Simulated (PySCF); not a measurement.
## NMR shielding calculation, with input and output: C5H8O2

- system: C5H8O2 (cyclobutanecarboxylic acid)
- method: GIAO PBE0/pcSseg-1 NMR shielding, non-relativistic, gas phase (PySCF 2.14.0)

The geometry comes from this level: GFN2-xTB, MD frame at 425 fs, 300 K. It belongs to a series of runs on one base structure; here: MD frame at 425 fs, 300 K. Figures and captions count atoms from 1; the log counts them from 0 in places.

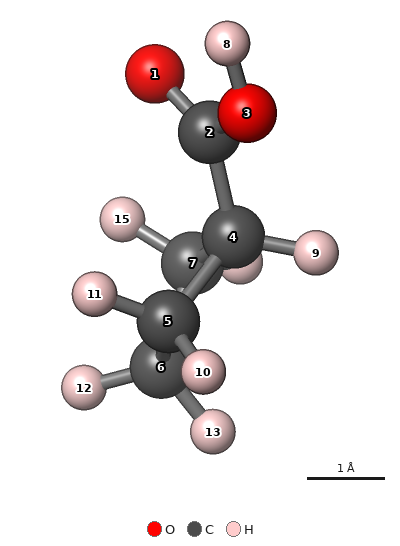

**Figure 1.** The structure as given in the input (ball-and-stick view, seen at an oblique angle; atoms are numbered from 1 in the order of the input). Bond lengths as drawn: C–C 1.48 to 1.58 Å, C–H 1.09 to 1.12 Å, C–O 1.19 to 1.34 Å and H–O 0.99 Å.

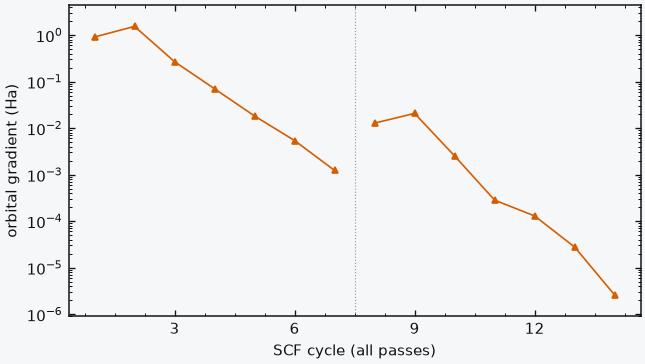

**Figure 2.** Convergence of the self-consistent field: orbital gradient against the SCF cycle. The dotted line marks the change from a coarse to the final integration grid. The first 7 cycles use a coarse grid, the final grid takes over at cycle 8, and the field converges after 14 cycles in all.

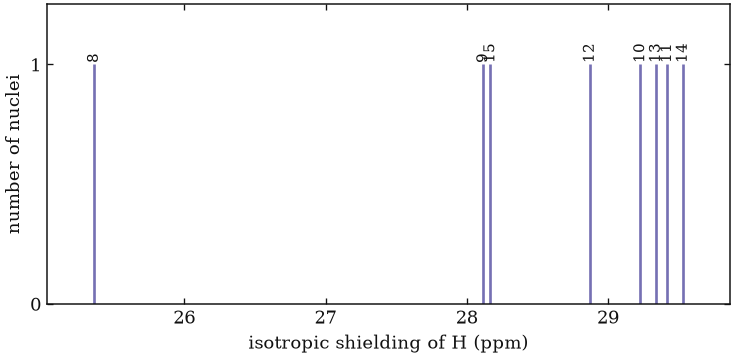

**Figure 3.** Isotropic shieldings of the hydrogen nuclei in this fixed geometry, labelled by atom number; shielding grows to the right, so chemical shift grows to the left. The least shielded is H8 (25.4 ppm), the most shielded H14 (29.5 ppm).

These pictures come from the run below.

Input file:
```
{"job": {"kind": "nmr", "xc": "PBE0", "basis": "pcSseg-1", "pop": false}, "charge": 0, "multiplicity": 1}
O      1.107600     1.028300     1.489000
C      1.182700     0.441600     0.454700
O      2.349500    -0.009400    -0.023200
C      0.031500    -0.026800    -0.351200
C     -0.420300    -1.452800    -0.115100
C     -1.909700    -0.911000    -0.115300
C     -1.347400     0.473500     0.148400
H      3.078100     0.305900     0.563900
H      0.121700     0.253300    -1.415100
H     -0.201700    -2.188300    -0.889900
H     -0.127800    -1.824500     0.868800
H     -2.571700    -1.226200     0.731100
H     -2.442900    -1.084400    -1.059500
H     -1.880300     1.319100    -0.302200
H     -1.372800     0.669700     1.251700
```

The first line tells a small driver script what to run in PySCF; the rest is the geometry in Å.

Command:
```bash
OMP_NUM_THREADS=1 python <driver script> task.json out
```

Log:
```
coarse grid: 12568 points
cycle   1  E = -345.1342963667  dE =  1.155e+00  |g| = 9.084e-01  |ddm| = 3.423e+00
cycle   2  E = -344.8579507778  dE =  2.763e-01  |g| = 1.536e+00  |ddm| = 1.731e+00
cycle   3  E = -345.2767118906  dE = -4.188e-01  |g| = 2.679e-01  |ddm| = 1.231e+00
cycle   4  E = -345.2895923789  dE = -1.288e-02  |g| = 7.006e-02  |ddm| = 2.125e-01
cycle   5  E = -345.2903620098  dE = -7.696e-04  |g| = 1.820e-02  |ddm| = 4.841e-02
cycle   6  E = -345.2904311880  dE = -6.918e-05  |g| = 5.400e-03  |ddm| = 1.870e-02
cycle   7  E = -345.2904372329  dE = -6.045e-06  |g| = 1.230e-03  |ddm| = 4.876e-03
final grid: 121432 points
cycle   8  E = -345.3533778218  dE = -2.281e-05  |g| = 1.280e-02  |ddm| = 2.881e-02
cycle   9  E = -345.3533273651  dE =  5.046e-05  |g| = 2.071e-02  |ddm| = 2.352e-02
cycle  10  E = -345.3534095148  dE = -8.215e-05  |g| = 2.518e-03  |ddm| = 1.512e-02
cycle  11  E = -345.3534107037  dE = -1.189e-06  |g| = 2.825e-04  |ddm| = 1.739e-03
cycle  12  E = -345.3534107145  dE = -1.082e-08  |g| = 1.293e-04  |ddm| = 2.391e-04
cycle  13  E = -345.3534107179  dE = -3.432e-09  |g| = 2.770e-05  |ddm| = 1.066e-04
cycle  14  E = -345.3534107181  dE = -1.511e-10  |g| = 2.583e-06  |ddm| = 2.486e-05
converged SCF energy = -345.3534107181

GIAO shielding tensors (ppm)
atom      isotropic    diamagn.    paramagn.     s11        s22        s33       span
  0 O      -92.809     402.497    -495.306   -329.255   -222.994    273.822    603.077
  1 C        9.930     248.517    -238.587    -93.634     45.685     77.739    171.373
  2 O      125.738     391.215    -265.477    -17.483    142.381    252.316    269.799
  3 C      148.676     248.865    -100.189    127.714    149.720    168.593     40.878
  4 C      157.180     246.462     -89.283    141.206    154.653    175.679     34.473
  5 C      161.742     251.411     -89.669    147.278    161.114    176.834     29.555
  6 C      158.250     247.542     -89.293    143.876    155.255    175.617     31.741
  7 H       25.361      29.149      -3.788     19.975     22.403     33.705     13.730
  8 H       28.117      30.451      -2.333     24.944     27.927     31.481      6.537
  9 H       29.228      29.344      -0.116     25.555     26.675     35.455      9.900
 10 H       29.417      29.740      -0.322     26.788     28.175     33.290      6.501
 11 H       28.871      28.659       0.213     24.472     26.527     35.615     11.142
 12 H       29.339      29.841      -0.501     26.386     27.130     34.502      8.117
 13 H       29.529      30.042      -0.513     25.770     26.858     35.960     10.190
 14 H       28.167      30.476      -2.308     25.406     27.215     31.882      6.476
```

Key numbers:

```csv
quantity,value
outcome,converged
total energy,−345.353411 hartree
HOMO,−7.99 eV
LUMO,0.31 eV
dipole moment,1.50 D
"isotropic shielding, O",−92.8 to 125.7 ppm
"isotropic shielding, C",9.9 to 161.7 ppm
"isotropic shielding, H",25.4 to 29.5 ppm
hardware,"1 CPU thread, shared host"
wall time,47 s
peak memory,0.81 GiB
```
